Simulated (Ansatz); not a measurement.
# W(100) slab, 5 layers: following an unstable mode, part 2 of 2

Which phase does W(100) slab, 5 layers fall into along its unstable mode, and how much energy does it gain?

Ansatz 0.2.0; DFT PBEsol, scalar-relativistic, plane waves, PAW; PAW set soft_1.

So far, highest frequency on the path or at a solved wavevector (cm⁻¹): step 2 (phonons on a q mesh) 233. Also lowest frequency on the path (cm⁻¹): step 2 -101.

**6. Relaxation from the frozen mode**

Starting from the lowest point found, all atoms and the cell are let go, so that strain and other modes of the same symmetry can join in.

File input.yaml:

```yaml
crystal:
  lattice:
    - [-3.0799851754, -3.0799851754, 0.0]
    - [-3.0799851754, 3.0799851754, 0.0]
    - [0.0, 0.0, -36.4599902]
  atoms:
    - { symbol: W, position: [1.0, 0.0505078703, 0.8200805945] }
    - { symbol: W, position: [0.5, 0.4494921297, 0.8200805945] }
    - { symbol: W, position: [0.0, 0.5044953589, 0.7793861571] }
    - { symbol: W, position: [0.5, -0.0044953589, 0.7793861571] }
    - { symbol: W, position: [0.5, 0.5, 0.7349149041] }
    - { symbol: W, position: [0.0, 0.0, 0.7349149041] }
    - { symbol: W, position: [0.0, 0.4955046411, 0.6904436511] }
    - { symbol: W, position: [0.5, 0.0044953589, 0.6904436511] }
    - { symbol: W, position: [1.0, -0.0505078703, 0.6497492137] }
    - { symbol: W, position: [0.5, 0.5505078703, 0.6497492137] }
  periodic: [true, true, false]
kpoints:
  mp_grid: { grid: [8, 8, 1] }
hamiltonian:
  xc: pbesol
  pseudopotentials: { kind: paw, azcp: { folder: soft_1 }, xc_functional: pbe }
scf:
  occupations: { method: methfessel_paxton, width: 0.2 }
output:
  forces: true
  stress: true
  eigenvalues: true
  write_density: true
  write_potential: true
  elf: true
  volumetric_format: npy
relax:
  adjacent_minimum: "off"
  f_tol: 0.002
  max_steps: 120
  cell: { stress_2d_tol: 0.005 }
```

Started as:

```
> ansatz run input.yaml --threads 8 --pin off --max-ram 16384MiB --backend cpu --events-out ev --progress --plain --runs-dir out
```

Numbers of over 12 decimals in the logs are rounded to 6 here.

The program printed:

```text
[...]
Crystal: 10 atoms, lattice volume = 691.741 Å³
Basis set: ecut = 420 eV, 13513 PW (Γ), exchange–correlation on 60×60×500 points (8 copies of the dense FFT grid, shifted against one another)
Bands: 84, of which v1, the nominal top of the filled ones, is band 70 counted from 1 (69 counted from 0)
Symmetry: 8 space group operations
[...]
k-points: 25 of 64
[...]
SCF iter   1: F=—  HF=-102573.247858 eV  |F-HF|=—  |Δ(HF+E_count)|=         —  Δρ=3.87e-2  dr2=6.54e1  ethr=3.10e-3  ⟨swp⟩=12.2  Hψ=14367  notcnv=0
[...]
SCF iter  12: F=-102565.354640 eV  HF=-102565.354640 eV  |F-HF|=1.11e-8  |Δ(HF+E_count)|=   2.70e-8  S|Δr|=    0.00e0  Δρ=3.95e-7  dr2=1.51e-9  ethr=7.66e-12  ⟨swp⟩=11.2  Hψ=18000  notcnv=0
SCF 1 converged in 12 iterations: F = -102565.354640 eV  dr2 = 1.51e-9
[...]
relax step   1: F+E_penalty+E_count = -102565.35463978 eV  Δ(F+E_penalty+E_count) = +0.000e0 eV  max|allowed force component| = 6.662e-1 eV/Å  Δτ_max = 0.0000 Å  P = +3.347 N/m  Ω = 691.741 Å³  fix = [c, alpha, beta]  reactions: c +0.000 N/m  (12 SCF iters, dr2 threshold 1.00e-7 eV, accepted)
Crystal: 10 atoms, lattice volume = 706.243 Å³
Basis set: ecut = 420 eV, 13925 PW (Γ), exchange–correlation on 60×60×500 points (8 copies of the dense FFT grid, shifted against one another)
[...]
iter 1 solved again at ethr=3.86e-4 eV; its pass at ethr=3.10e-3 eV (dr2=5.40e-1 eV) is discarded
[...]
SCF iter   8: F=-102565.308683 eV  HF=-102565.308683 eV  |F-HF|=2.56e-9  |Δ(HF+E_count)|=   1.94e-6  S|Δr|=    0.00e0  Δρ=5.51e-6  dr2=3.64e-7  ethr=7.14e-10  ⟨swp⟩=32.9  Hψ=27265  notcnv=0
the search or the solves at the SCF's close seem to have found levels that the self-consistency loop had missed (the run counts 1). By its estimate they hold under 1e-12 electrons; where the run keeps them, the occupations were computed again with them
SCF 2 converged in 8 iterations: F = -102565.308683 eV  dr2 = 3.64e-7
relax step   2: F+E_penalty+E_count = -102565.30868253 eV  Δ(F+E_penalty+E_count) = +4.596e-2 eV  max|allowed force component| = 7.113e-1 eV/Å  Δτ_max = 0.0632 Å  P = -5.566 N/m  Ω = 706.243 Å³  energy of the carried Pulay correction = -1.568e-3 eV  fix = [c, alpha, beta]  (8 SCF iters, dr2 threshold 1.00e-6 eV, rejected (line search))
Crystal: 10 atoms, lattice volume = 694.791 Å³
Basis set: ecut = 420 eV, 13629 PW (Γ), exchange–correlation on 60×60×500 points (8 copies of the dense FFT grid, shifted against one another)
[...]
SCF iter  17: F=-102565.431977 eV  HF=-102565.431977 eV  |F-HF|=2.76e-10  |Δ(HF+E_count)|=  2.33e-10  S|Δr|=    0.00e0  Δρ=2.17e-10  dr2=4.22e-16  ethr=1.00e-12  ⟨swp⟩=5.0  Hψ=10593  notcnv=0
SCF 3 converged in 17 iterations: F = -102565.431977 eV  dr2 = 4.22e-16
relax step   3: F+E_penalty+E_count = -102565.43197690 eV  Δ(F+E_penalty+E_count) = -7.734e-2 eV  max|allowed force component| = 3.120e-2 eV/Å  Δτ_max = 0.0313 Å  P = +0.115 N/m  Ω = 694.791 Å³  energy of the carried Pulay correction = -3.325e-4 eV  fix = [c, alpha, beta]  reactions: c +0.000 N/m  (17 SCF iters, accepted)
[...]
relax step   4: F+E_penalty+E_count = -102565.43229750 eV  Δ(F+E_penalty+E_count) = -3.206e-4 eV  max|allowed force component| = 1.307e-2 eV/Å  Δτ_max = 0.0039 Å  P = -0.067 N/m  Ω = 695.848 Å³  energy of the carried Pulay correction = -4.473e-4 eV  fix = [c, alpha, beta]  reactions: c +0.000 N/m  (6 SCF iters, dr2 threshold 1.22e-7 eV, accepted)
[...]
relax step   5: F+E_penalty+E_count = -102565.43235732 eV  Δ(F+E_penalty+E_count) = -5.982e-5 eV  max|allowed force component| = 1.285e-2 eV/Å  Δτ_max = 0.0017 Å  P = -0.039 N/m  Ω = 695.723 Å³  energy of the carried Pulay correction = -4.338e-4 eV  fix = [c, alpha, beta]  reactions: c +0.000 N/m  (5 SCF iters, dr2 threshold 2.12e-8 eV, accepted)
[...]
relax step   6: F+E_penalty+E_count = -102565.43244845 eV  Δ(F+E_penalty+E_count) = -9.113e-5 eV  max|allowed force component| = 4.031e-3 eV/Å  Δτ_max = 0.0012 Å  P = +0.004 N/m  Ω = 695.446 Å³  energy of the carried Pulay correction = -4.036e-4 eV  fix = [c, alpha, beta]  reactions: c +0.000 N/m  (7 SCF iters, dr2 threshold 1.03e-8 eV, accepted)
[...]
relax step   7: F+E_penalty+E_count = -102565.43245284 eV  Δ(F+E_penalty+E_count) = -4.397e-6 eV  max|allowed force component| = 5.757e-4 eV/Å  Δτ_max = 0.0005 Å  P = +0.000 N/m  Ω = 695.479 Å³  energy of the carried Pulay correction = -4.072e-4 eV  fix = [c, alpha, beta]  reactions: c +0.000 N/m  (6 SCF iters, dr2 threshold 1.02e-9 eV, accepted)
[...]
SCF iter   8: F=-102565.432870 eV  HF=-102565.432870 eV  |F-HF|=1.16e-10  |Δ(HF+E_count)|=  4.22e-10  S|Δr|=    0.00e0  Δρ=2.98e-9  dr2=2.10e-13  ethr=1.00e-12  ⟨swp⟩=16.0  Hψ=11181  notcnv=0
SCF 8 converged in 8 iterations: F = -102565.432870 eV  dr2 = 2.10e-13
relax step   8: F+E_penalty+E_count = -102565.43286966 eV  Δ(F+E_penalty+E_count) = -4.168e-4 eV  max|allowed force component| = 6.016e-4 eV/Å  Δτ_max = 0.0000 Å  P = +0.001 N/m  Ω = 695.479 Å³  fix = [c, alpha, beta]  reactions: c +0.000 N/m  stress off target by 3.87e-3 N/m on what of the cell is left free  SCF on the basis re-selected at this cell (its energy is not comparable with the rows above)  (8 SCF iters)
basis re-selected at this cell: Δ(F+E_penalty+E_count) = -4.168e-4 eV, ΔP = +0.000 N/m vs the last step (what re-selecting the basis moved, of the pressure what is left beyond the Pulay correction that the steps carried, after the strain that the cell walked since its last selection, with what the two solves' SCF thresholds leave and, on support functions, any second-order correction that the steps lacked; it is no m [...]
WARN: The output density's exchange-correlation potential varies sharply where the density is thin. Do not read a vacuum level from v_tot or v_xc, or from such a field of the output density. On a cell that repeats whose density bears no net charge and no dipole along the vacuum's axis use v_es (v_loc + v_h of the components); under efield.dipole_correction with no amplitude use v_es + v_field, which holds any externa [...]
SCF converged after 8 iterations
[...]
Free energy (F): -102565.432870 eV
[...]
Internal energy: -102565.442540 eV  (E = F + TS)
E sigma→0 (E₀):  -102565.435287 eV
Entropy (-TS):   0.009670 eV (0.967 meV/atom)
Fermi energy:    -4.541014 eV
Step filling:    the computed levels leave a gap of 0.0000 eV = 0.0 smearing widths at the electron count; against every level under it full and every level over it empty, smearing changes F+E_penalty+E_count by +2.818 meV and its σ→0 estimate by +0.400 meV
[...]
--- Forces (eV/Å), atoms counted from 1 ---
  atom   1  W      0.00031662    -0.00031662    -0.00024764
  atom   2  W     -0.00031662     0.00031662    -0.00024764
  atom   3  W      0.00025876    -0.00025876     0.00060161
  atom   4  W     -0.00025876     0.00025876     0.00060161
  atom   5  W      0.00000000     0.00000000     0.00000000
  atom   6  W      0.00000000     0.00000000     0.00000000
  atom   7  W     -0.00025876     0.00025876    -0.00060161
  atom   8  W      0.00025876    -0.00025876    -0.00060161
  atom   9  W     -0.00031662     0.00031662     0.00024764
  atom  10  W      0.00031662    -0.00031662     0.00024764
  max |Σ_I F_I| component: 6.94e-18 eV/Å
--- 2D stress c σ (N/m, compression-positive) ---
        0.000510      -0.003359       0.000000
       -0.003359       0.000510       0.000000
        0.000000       0.000000       0.000000
  P = ½ c Tr σ = 0.0005 N/m
--- Band table (eV; the first three rows and the last of 25) ---
  k-point 0: bands = [... 66 lower, -4.9539, -4.8414, -4.7621, -4.4713, -4.2546, -4.1760, -3.3278, -3.3271, ... 10 higher]
  k-point 1: bands = [... 66 lower, -5.0272, -4.8480, -4.7939, -4.5602, -3.9734, -3.9048, -3.5889, -3.3525, ... 10 higher]
  k-point 2: bands = [... 66 lower, -5.2922, -5.0887, -4.8658, -4.3378, -4.0907, -3.9386, -3.5922, -3.5005, ... 10 higher]
  k-point 24: bands = [... 66 lower, -4.9398, -4.9398, -4.5380, -4.5380, -4.5300, -4.5300, -3.8216, -3.8216, ... 10 higher]
--- Relaxed structure (7 steps of the walk, 6 accepted, 1 SCFs on fresh bases) ---
  F+E_penalty+E_count = -102565.43286966 eV   max|allowed force component| = 6.016e-4 eV/Å   (the final SCF, on the basis selected at the relaxed cell)
  cell:  # Å, volume = 695.4787 Å³
    - [-3.077231, -3.077231, 0.0]
    - [-3.099397, 3.099397, 0.0]
    - [0.0, 0.0, -36.4599902]
  atoms:
    - { symbol: W, position: [1.0, 0.053835, 0.820829] }
    - { symbol: W, position: [0.500000, 0.446165, 0.820829] }
    - { symbol: W, position: [0.0, 0.507537, 0.778928] }
    - { symbol: W, position: [0.5, -0.00753726, 0.778928] }
    - { symbol: W, position: [0.5, 0.500000, 0.7349149041] }
    - { symbol: W, position: [0, 1.214453084044214e-19, 0.7349149041] }
    - { symbol: W, position: [0.0, 0.492463, 0.690902] }
    - { symbol: W, position: [0.5, 0.00753726, 0.690902] }
    - { symbol: W, position: [1.0, -0.053835, 0.649001] }
    - { symbol: W, position: [0.500000, 0.553835, 0.649001] }
```

Run time: 2.6 min. Hardware: 8 threads of Arm Neoverse V1, shared host; peak memory 3 GiB.

Relaxation path:

```
step  energy less that of the first step (eV)  largest force component (eV/Å)  volume (Å³)
   1                                   0.0000                          0.6662       691.74
   2                                   0.0460                          0.7113       706.24
   3                                  -0.0773                          0.0312       694.79
   4                                  -0.0777                          0.0131       695.85
   5                                  -0.0777                          0.0128       695.72
   6                                  -0.0778                          0.0040       695.45
   7                                  -0.0778                          0.0006       695.48
  8*                                  -0.0782                          0.0006       695.48
```

Relaxation steps marked * repeat the geometry before them on a plane-wave basis chosen anew for their cell, so energy and pressure can jump there. Relaxation step 2 was tried and not accepted.

The run keeps the 8 symmetry operations that it works with, so distortions that break them were not tested.

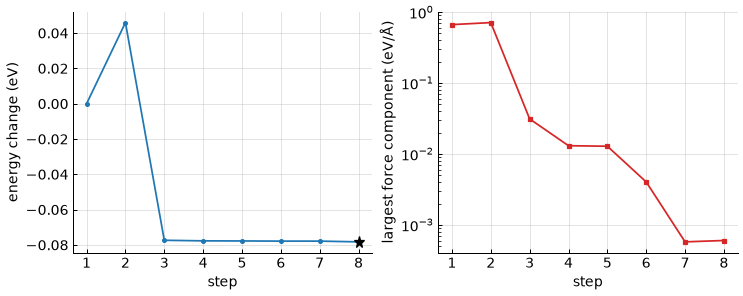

Energy and largest force along the relaxation. Stars mark steps on a basis chosen anew.

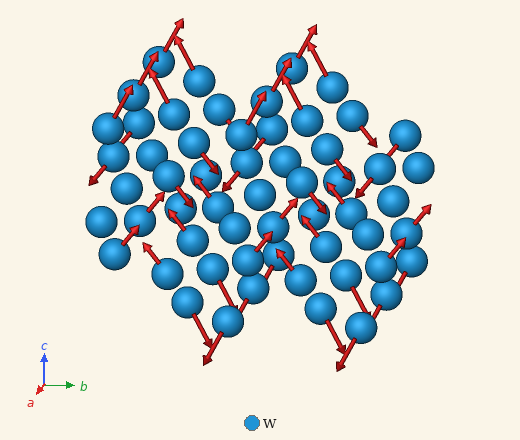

Displacements in the relaxation, exaggerated, measured against the changing cell; the longest in the cell stands for 0.03 Å. 2×2×1 cells are drawn. Some periodic images of atoms are drawn too.

```
cell as run  before  after  change
      a (Å)   4.356  4.352  -0.1 %
      b (Å)   4.356  4.383  +0.6 %
```

The atoms that moved most (Å, along periodic axes as changes of fractional coordinates times the final cell, across vacuum about the mean position):

```
atom      dx      dy      dz  length
  W2   0.010  -0.010  -0.027   0.031
  W1  -0.010   0.010  -0.027   0.031
 W10  -0.010   0.010   0.027   0.031
  W9   0.010  -0.010   0.027   0.031
  W7   0.009  -0.009  -0.017   0.021
  W8  -0.009   0.009  -0.017   0.021
  W4   0.009  -0.009   0.017   0.021
  W3  -0.009   0.009   0.017   0.021
```

Final coordinates:

```
W
1.0
    -3.07723   -3.07723    0.00000
    -3.09940    3.09940    0.00000
     0.00000    0.00000  -36.45999
W
10
Cartesian
  -3.2441 -2.9104 -29.9274
  -2.9215 -0.1558 -29.9274
  -1.5731 1.5731 -28.3997
  -1.5153 -1.5620 -28.3997
  -3.0883 0.0111 -26.7950
  0.0000 0.0000 -26.7950
  -1.5263 1.5263 -25.1903
  -1.5620 -1.5153 -25.1903
  -2.9104 -3.2441 -23.6626
  -3.2552 0.1779 -23.6626
```

This step gave:

* area per atom: 1.908 Å²

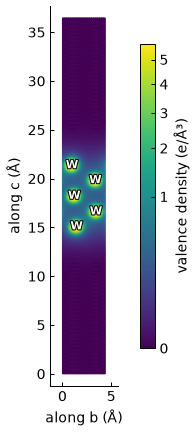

Valence density in the bc plane at fractional x = 0.500, with atoms of W within 0.2 Å of it. It is the smooth field of the valence electrons, not physical close to the nuclei. The map starts off the cell's origin, so that atoms lie inside it. The colour scale is stretched toward low values.

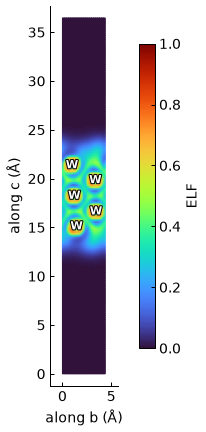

ELF in the bc plane at fractional x = 0.500, with atoms of W within 0.2 Å of it. It is the smooth field of the valence electrons, not physical close to the nuclei. The map starts off the cell's origin, so that atoms lie inside it.

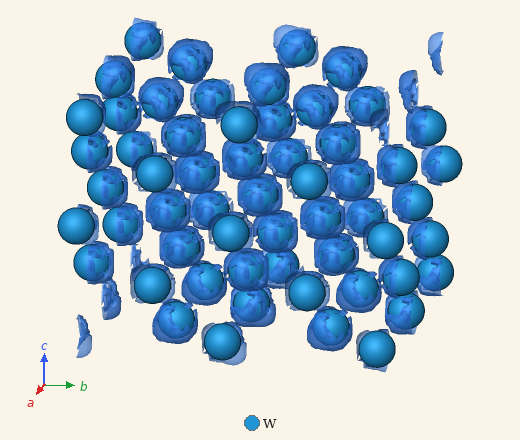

Surface of ELF = 0.67. 2×2×1 cells are drawn.

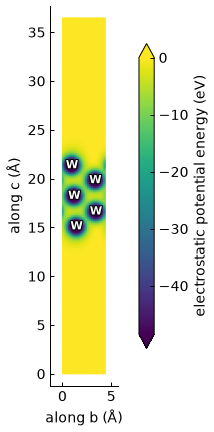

Electrostatic potential energy in the bc plane at fractional x = 0.500, with atoms of W within 0.2 Å of it. With pseudopotentials it is smooth inside the atoms' cores, unlike the true potential. The map starts off the cell's origin, so that atoms lie inside it.

The distorted start has space group Pmna; the relaxation ends in Pmna.

**7. What came out**

```
unstable mode of the parent                                                      : q = (-0.5, -0.5, 0), 101i cm⁻¹
depth at the lowest point sampled                                                : 29.8 meV/atom
largest atomic shift at that point                                               : 0.22 Å
space group reached (within 0.01 Å)                                              : Pmna
energy gained over the parent (first relaxation, on the mesh of the frozen mode) : 37.7 meV/atom
area per atom, phase reached                                                     : 1.91 Å²
```

**Reading.** Along this mode the structure falls into Pmna, 37.7 meV/atom below the parent. At the parent's cell the well is 29.76 meV/atom deep on the steps tried, with its lowest point at a shift of 0.22 Å. Relaxing atoms and cell changes the gain by +7.98 meV/atom against the lowest step (energies at zero smearing). The modes of the phase reached were not computed on this path. Of the 3 patterns followed to their end from this parent, this one reaches the lowest energy. Each path keeps the symmetry of its pattern, so a lower phase may lie along a pattern not tried. The q mesh stands for a supercell only 6.2 Å across, so branches between the solved wavevectors are rough. With no gap, or one that is small against the smearing, the frequencies hang on the k mesh and the smearing, most of all near Kohn anomalies. In a sheet or slab the interpolated bending branch near Γ is rough, since the rotational sum rule isn't imposed. Spin-orbit coupling is left out, which can matter for the heavy elements here. The PAW files were made for PBE and serve the other functionals too. The starting cell was built on a prototype and not taken from a measurement.

[Logs are printed without paths, hosts, clocks, repeated set-up lines and the standing remarks that a program may print on its own settings, such as how far it seeks lower states.]

[Hosts, paths, dates, database ids (printed as entryN), source tags and the programs' standing remarks are cut or masked in the printed files.]
